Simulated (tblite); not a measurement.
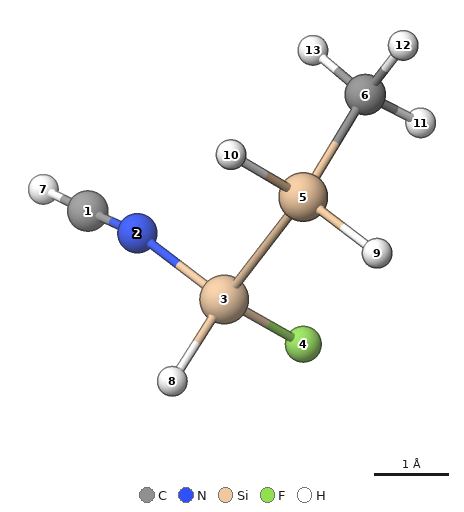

This is the input geometry for a relaxation of C$_{2}$H$_{7}$FNSi$_{2}$ (multiplicity 2). A ball-and-stick model, seen from a free direction.

The calculation used tblite 0.8.0, GFN2-xTB geometry optimisation, gas phase.

```xyz
13

C     2.8881    1.1050   -0.3599
N     2.0240    0.3095   -0.2847
Si    1.0287   -0.9667    0.3895
F     1.0631   -0.8089    1.9753
Si   -1.1634   -0.8047   -0.3673
C    -1.8588    0.8457    0.0936
H     3.6557    1.8400   -0.4351
H     1.6239   -2.2659    0.0159
H    -2.0066   -1.8841    0.2101
H    -1.2316   -0.9626   -1.8519
H    -1.8569    0.9827    1.1804
H    -2.8907    0.9456   -0.2483
H    -1.2799    1.6648   -0.3354
```

What does the optimiser find from here?

Answer. H7 moves most after the best rigid fit: 0.61 Å. By element the largest moves are H 0.61 Å, C 0.38 Å, N 0.36 Å, F 0.23 Å, Si 0.12 Å. Among the contacts that change: Si5–C6 1.849 → 1.901 Å, C1–N2 1.177 → 1.220 Å, N2–Si3 1.753 → 1.719 Å, Si3–F4 1.594 → 1.619 Å. Among the angles between lasting bonds that change: N2–C1–H7 178.8° → 124.8°, C1–N2–Si3 159.0° → 148.1°, Si5–Si3–H8 111.0° → 121.1°. After 84 geometry steps the energy has fallen by 71.1 kJ/mol. Cost: 0.52 s on 1 thread of Arm Neoverse V1 (shared host).

History of the run:

| step | E − E(0), kJ/mol |
| --- | --- |
| 0 | 0.00 |
| 1 | 18.77 |
| 2 | -14.29 |
| 3 | -15.51 |
| 4 | -16.44 |
| 5 | -17.99 |
| 6 | -18.64 |
| 7 | -19.65 |
| 8 | -20.39 |
| 9 | -21.39 |
| 10 | -22.66 |
| 14 | -50.27 |
| 18 | -63.41 |
| 22 | -67.39 |
| 26 | -68.36 |
| 29 | -68.80 |
| 33 | -69.66 |
| 37 | -70.00 |
| 41 | -70.19 |
| 45 | -70.54 |
| 49 | -70.70 |
| 53 | -70.79 |
| 57 | -70.86 |
| 61 | -70.93 |
| 65 | -70.97 |
| 68 | -71.02 |
| 72 | -71.07 |
| 76 | -71.11 |
| 80 | -71.13 |
| 84 | -71.13 |

Final geometry:

```xyz
13

C     2.7650    0.9014   -0.6611
N     1.9779    0.3299    0.0748
Si    1.0577   -1.0824    0.4117
F     1.0562   -1.0280    2.0302
Si   -1.0733   -0.7721   -0.4050
C    -1.7847    0.9186    0.0943
H     3.0644    1.9360   -0.5604
H     1.7811   -2.3278    0.1755
H    -1.9754   -1.8196    0.0983
H    -1.0843   -0.8660   -1.8737
H    -1.7911    1.0371    1.1747
H    -2.8055    1.0428   -0.2570
H    -1.1924    1.7305   -0.3202
```

The end point in the same view:

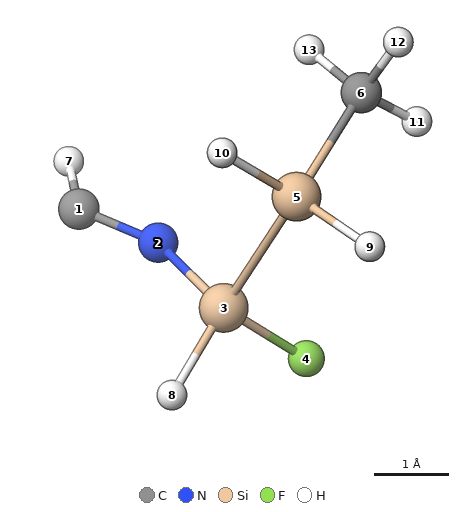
